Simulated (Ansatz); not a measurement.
# Nudged elastic band, with input and output: BH₄F

BH₄F, computed with RKS PBE0-D4/def2-SVP (Ansatz 0.2.0).

It belongs to a series of runs on one base structure; here: band between the two ends. Figures and captions count atoms from 1; the log counts them from 0 in places.

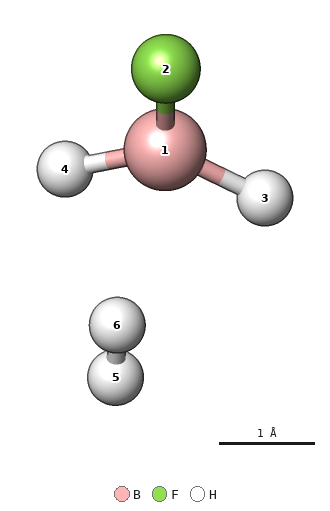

**Figure 1.** The starting structure (ball-and-stick view, seen at an oblique angle; atoms are numbered from 1 in the order of the input). Bond lengths as drawn: B–F 1.32 Å, B–H 1.21 Å and H–H 0.76 Å.

Input file
```yaml
crystal:
  periodic: [false, false, false]
  atoms:
    - { symbol: B, position_ang: [-0.009278, 0.4495, 0.025283] }
    - { symbol: F, position_ang: [-0.019343, 0.904121, 1.261896] }
    - { symbol: H, position_ang: [1.063561, 0.296143, -0.510912] }
    - { symbol: H, position_ang: [-1.074023, 0.229753, -0.503896] }
    - { symbol: H, position_ang: [0.079743, -2.371733, 0.65506] }
    - { symbol: H, position_ang: [0.070741, -2.033683, 1.336769] }
basis:
  gaussian: { orbitals: def2-SVP }
hamiltonian:
  xc: pbe0
  dispersion: d4
neb:
  order_check: false
  images: 5
  f_tol: 0.05
  max_iterations: 60
  spring: 0.5
  final_atoms:
    - { symbol: B, position_ang: [0.01423265, -0.35144362, -0.2159031] }
    - { symbol: F, position_ang: [0.01025253, -0.04661472, 1.65677945] }
    - { symbol: H, position_ang: [1.0396289, 0.2183552, -0.50208387] }
    - { symbol: H, position_ang: [-1.0450843, 0.1555273, -0.49661954] }
    - { symbol: H, position_ang: [0.05106747, -1.56238738, -0.09040812] }
    - { symbol: H, position_ang: [0.04130375, -0.93933578, 1.91243517] }
  initial_path:
    images:
      - { positions_ang: [[-0.009278, 0.4495, 0.025283], [-0.019343, 0.904121, 1.261896], [1.063561, 0.296143, -0.510912], [-1.074023, 0.229753, -0.503896], [0.079743, -2.371733, 0.65506], [0.070741, -2.033683, 1.336769]] }
      - { positions_ang: [[-0.00645398, 0.30224941, 0.01981128], [-0.01323117, 0.59370871, 1.40076529], [1.05229526, 0.20484586, -0.5358862], [-1.05975933, 0.15919804, -0.53132079], [0.07459368, -2.05256302, 0.58640186], [0.06395653, -1.73333801, 1.32442855]] }
      - { positions_ang: [[-0.00362995, 0.15499881, 0.01433956], [-0.00711934, 0.28329642, 1.53963458], [1.04102952, 0.11354873, -0.56086039], [-1.04549566, 0.08864308, -0.55874558], [0.06944436, -1.73339303, 0.51774372], [0.05717207, -1.43299301, 1.31208811]] }
      - { positions_ang: [[-0.00080593, 0.00774822, 0.00886784], [-0.00100751, -0.02711586, 1.67850387], [1.02976378, 0.02225159, -0.58583459], [-1.03123199, 0.01808812, -0.58617037], [0.06429504, -1.41422305, 0.44908558], [0.0503876, -1.13264802, 1.29974766]] }
      - { positions_ang: [[0.00420693, -0.11198239, -0.0660558], [0.00274583, -0.03361548, 1.67126239], [1.03305216, 0.08761946, -0.55791768], [-1.03584942, 0.06390118, -0.55632009], [0.05988585, -1.46361116, 0.26925435], [0.04735965, -1.0682106, 1.50397683]] }
      - { positions_ang: [[0.00921979, -0.231713, -0.14097945], [0.00649918, -0.0401151, 1.66402092], [1.03634053, 0.15298733, -0.53000077], [-1.04046686, 0.10971424, -0.52646982], [0.05547666, -1.51299927, 0.08942312], [0.0443317, -1.00377319, 1.708206]] }
      - { positions_ang: [[0.01423265, -0.35144362, -0.2159031], [0.01025253, -0.04661472, 1.65677945], [1.0396289, 0.2183552, -0.50208387], [-1.0450843, 0.1555273, -0.49661954], [0.05106747, -1.56238738, -0.09040812], [0.04130375, -0.93933578, 1.91243517]] }
```

Run on 1 thread of AMD EPYC (Zen 3), 32 GiB of memory available, shared host.

Command:
```bash
ansatz run input.yaml --threads 1 --pin off --max-ram 2048MiB --backend cpu --events-out ev --progress --plain --runs-dir out
```

What the program printed
```
Engine: ansatz 0.2.0, x86_64-unknown-linux-gnu
Functional definition: PBE0
  parameter a = 0.25
  parameter kappa = 0.804
  parameter beta = 0.06672455060314922
  exchange = (1 - a)*pbe_x(kappa = kappa, mu = beta*pi^2/3) + a*exact_x
  correlation = pbe_c(beta = beta)
519 factors; integrals over basis functions are off by at most 4.2e-4 eV
mean field evaluation 1: about -3451.1385 eV, gradient 2.0e1 eV
mean field evaluation 2: about -3450.7855 eV, gradient 2.7e1 eV
mean field evaluation 4: about -3451.8562 eV, gradient 4.2e-1 eV
mean field evaluation 8: about -3451.8550 eV, gradient 3.7e-3 eV
mean field -3451.85500569 eV, -126.8533317078 hartree, gradient 6.1e-5 eV, S^2 0.000000; 0 other end points of the search recorded, 0 dependent functions left out
the calculation of the forces begins
reference -3451.85502666 eV, -126.8533324784 hartree; 9, 9 occupied and 39, 39 virtual orbitals, 519 factors
521 factors; integrals over basis functions are off by at most 1.4e-3 eV
mean field evaluation 16: about -3450.6729 eV, gradient 5.4e-1 eV
mean field -3450.67473314 eV, -126.8099574917 hartree, gradient 1.6e-5 eV, S^2 0.000000; 0 other end points of the search recorded, 0 dependent functions left out
[... from here on the field's lines of each further geometry are left out, up to the last ...]
NEB iter   1: max|band force component| = 4.310e0 eV/Å  barrier→ = 2.5570 eV  barrier← = 1.3779 eV  Δτ_max = 0.2000 Å  (140 SCF iters)
NEB iter   2: max|band force component| = 2.751e0 eV/Å  barrier→ = 1.5081 eV  barrier← = 0.3290 eV  Δτ_max = 0.2000 Å  (125 SCF iters)
NEB iter   3: max|band force component| = 3.545e0 eV/Å  barrier→ = 1.5991 eV  barrier← = 0.4200 eV  Δτ_max = 0.1031 Å  (119 SCF iters)
NEB iter   4: max|band force component| = 4.240e0 eV/Å  barrier→ = 1.7448 eV  barrier← = 0.5657 eV  Δτ_max = 0.0499 Å  (116 SCF iters)
NEB iter   5: max|band force component| = 2.956e0 eV/Å  barrier→ = 1.6051 eV  barrier← = 0.4260 eV  Δτ_max = 0.0986 Å  (108 SCF iters)
NEB iter   6: max|band force component| = 1.232e0 eV/Å  barrier→ = 1.5032 eV  barrier← = 0.3241 eV  Δτ_max = 0.0973 Å  (111 SCF iters)
NEB iter   7: max|band force component| = 9.032e-1 eV/Å  barrier→ = 1.4338 eV  barrier← = 0.2548 eV  Δτ_max = 0.1874 Å  (113 SCF iters)
NEB iter   8: max|band force component| = 1.661e0 eV/Å  barrier→ = 1.3658 eV  barrier← = 0.1867 eV  Δτ_max = 0.0984 Å  (111 SCF iters)
NEB iter   9: max|band force component| = 1.066e0 eV/Å  barrier→ = 1.3468 eV  barrier← = 0.1677 eV  Δτ_max = 0.1007 Å  (110 SCF iters)
NEB iter  10: max|band force component| = 1.127e0 eV/Å  barrier→ = 1.3778 eV  barrier← = 0.1987 eV  CI = image 4  Δτ_max = 0.1142 Å  (113 SCF iters)
NEB iter  11: max|band force component| = 5.144e-1 eV/Å  barrier→ = 1.5050 eV  barrier← = 0.3259 eV  CI = image 4  Δτ_max = 0.1101 Å  (112 SCF iters)
NEB iter  12: max|band force component| = 1.683e-1 eV/Å  barrier→ = 1.4946 eV  barrier← = 0.3155 eV  CI = image 4  Δτ_max = 0.0332 Å  (110 SCF iters)
NEB iter  13: max|band force component| = 9.992e-2 eV/Å  barrier→ = 1.4949 eV  barrier← = 0.3159 eV  CI = image 4  Δτ_max = 0.0070 Å  (97 SCF iters)
the calculation of the forces begins
reference -3450.60235856 eV, -126.8072977748 hartree; 9, 9 occupied and 39, 39 virtual orbitals, 521 factors
519 factors; integrals over basis functions are off by at most 1.8e-3 eV
mean field -3450.35846581 eV, -126.7983348817 hartree, gradient 1.3e-5 eV, S^2 0.000000; 1 other end points of the search recorded, 0 dependent functions left out
the calculation of the forces begins
reference -3450.35848496 eV, -126.7983355853 hartree; 9, 9 occupied and 39, 39 virtual orbitals, 519 factors
NEB iter  14: max|band force component| = 2.827e-2 eV/Å  barrier→ = 1.4949 eV  barrier← = 0.3159 eV  CI = image 4  Δτ_max = 0.0000 Å  (196 SCF iters)
```

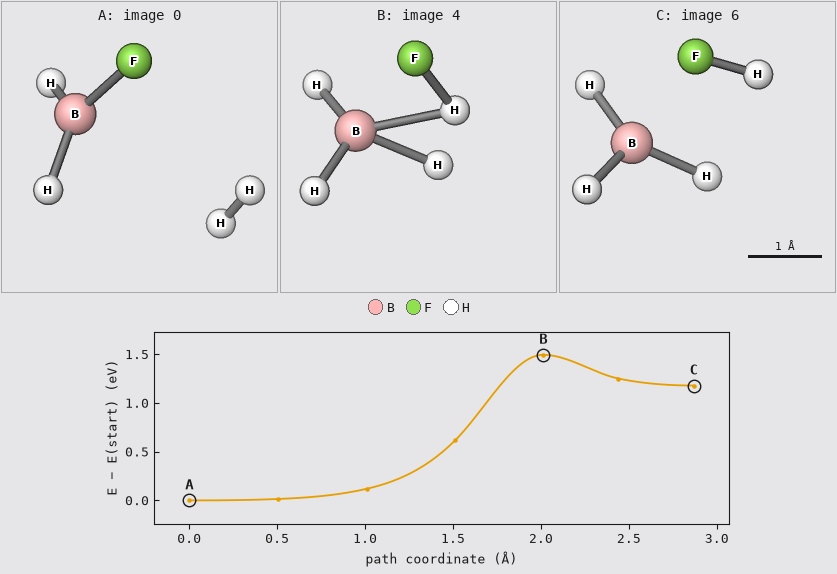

**Figure 2.** Images of the last band (counted from 0; ball-and-stick, seen at a tilt) above the energy along the path; the line is a cubic interpolation that uses the forces. The highest image is number 4, 1.495 eV above the start and 0.316 eV above the end (the climbing image); the end lies 1.179 eV above the start. The path is 2.87 Å long. The band converged in 14 iterations.

```
Total energy: -3450.39125259 eV, -126.7995397736 hartree
Atom 0 at     0.013375    -0.233322     0.020437 Å, force    -0.011861    -0.012138     0.021940 eV/Å
Atom 1 at     0.011271     0.063158     1.622821 Å, force     0.001427    -0.012571    -0.016265 eV/Å
Atom 2 at     1.061862     0.109515    -0.457149 Å, force     0.000383     0.001699     0.000069 eV/Å
Atom 3 at    -1.056209     0.055046    -0.446513 Å, force     0.004059     0.005015    -0.006524 eV/Å
Atom 4 at     0.046445    -1.518810     0.285203 Å, force     0.000515     0.002500    -0.006828 eV/Å
Atom 5 at     0.034657    -1.001487     1.239401 Å, force     0.005476     0.015495     0.007609 eV/Å
Dipole moment:     0.007015    -0.270764     0.075070 e Å
this run last wrote the band of iteration 14 to [file]
```

The last band as extended XYZ (Å, eV, eV/Å)
```
6
Properties=species:S:1:pos:R:3:forces:R:3 image=0 energy=-3451.88617
B    -0.0093    0.4495    0.0253   -0.0001   0.0023   0.0010
F    -0.0193    0.9041    1.2619    0.0000  -0.0008  -0.0020
H     1.0636    0.2961   -0.5109   -0.0004  -0.0007  -0.0004
H    -1.0740    0.2298   -0.5039    0.0005  -0.0005  -0.0004
H     0.0797   -2.3717    0.6551   -0.0002   0.0058  -0.0019
H     0.0707   -2.0337    1.3368    0.0002  -0.0060   0.0037
6
Properties=species:S:1:pos:R:3:forces:R:3 image=1 energy=-3451.87134
B    -0.0055    0.3089    0.0891   -0.0018   0.0290  -0.0138
F    -0.0126    0.8181    1.3071    0.0000   0.0271  -0.0071
H     1.0640    0.1426   -0.4502   -0.0007   0.0159  -0.0007
H    -1.0708    0.0876   -0.4388    0.0009   0.0136  -0.0002
H     0.0938   -2.0559    0.5164    0.0009  -0.0392   0.0129
H     0.0425   -1.8272    1.2405    0.0007  -0.0464   0.0089
6
Properties=species:S:1:pos:R:3:forces:R:3 image=2 energy=-3451.76640
B     0.0023    0.1481    0.1538   -0.0085   0.1818   0.0058
F    -0.0072    0.6195    1.4004   -0.0033   0.2035  -0.0866
H     1.0641    0.0574   -0.4195    0.0105   0.0277   0.0306
H    -1.0566    0.0000   -0.4127   -0.0114   0.0281   0.0287
H     0.0665   -1.8004    0.4107    0.0062  -0.1669   0.0192
H     0.0423   -1.5504    1.1315    0.0065  -0.2743   0.0022
6
Properties=species:S:1:pos:R:3:forces:R:3 image=3 energy=-3451.26912
B     0.0103   -0.0508    0.1750   -0.0217   0.7218   0.6236
F     0.0059    0.3271    1.5248   -0.0193   0.9601  -0.3625
H     1.0556    0.0588   -0.4320   -0.0324  -0.1381   0.1187
H    -1.0436    0.0112   -0.4240    0.0406  -0.1314   0.1140
H     0.0468   -1.6039    0.3462    0.0059  -0.3188   0.1903
H     0.0364   -1.2684    1.0743    0.0269  -1.0936  -0.6841
6
Properties=species:S:1:pos:R:3:forces:R:3 image=4 energy=-3450.39123
B     0.0134   -0.2333    0.0204   -0.0119  -0.0121   0.0219
F     0.0113    0.0632    1.6228    0.0014  -0.0126  -0.0163
H     1.0619    0.1095   -0.4571    0.0004   0.0017   0.0001
H    -1.0562    0.0550   -0.4465    0.0041   0.0050  -0.0065
H     0.0464   -1.5188    0.2852    0.0005   0.0025  -0.0068
H     0.0347   -1.0015    1.2394    0.0055   0.0155   0.0076
6
Properties=species:S:1:pos:R:3:forces:R:3 image=5 energy=-3450.63523
B     0.0148   -0.3221   -0.1368   -0.0047  -0.0917  -0.1431
F     0.0123   -0.0137    1.6888    0.0021  -0.0513   0.0522
H     1.0539    0.1769   -0.4818   -0.0042   0.0468  -0.0300
H    -1.0544    0.1167   -0.4717    0.0038   0.0490  -0.0340
H     0.0496   -1.5309    0.1107    0.0020  -0.0120  -0.1427
H     0.0352   -0.9528    1.5550    0.0010   0.0592   0.2976
6
Properties=species:S:1:pos:R:3:forces:R:3 image=6 energy=-3450.70709
B     0.0142   -0.3514   -0.2159    0.0002  -0.0036   0.0013
F     0.0103   -0.0466    1.6568   -0.0003   0.0094  -0.0029
H     1.0396    0.2184   -0.5021   -0.0011  -0.0022  -0.0001
H    -1.0451    0.1555   -0.4966    0.0013  -0.0022   0.0003
H     0.0511   -1.5624   -0.0904   -0.0002   0.0066  -0.0067
H     0.0413   -0.9393    1.9124    0.0001  -0.0081   0.0082
```

Results in brief

- outcome: converged
- barrier, forward: 1.495 eV
- barrier, backward: 0.316 eV
- wall time: 47 s
- peak memory: 0.1 GiB

The order of the saddle point was not checked.
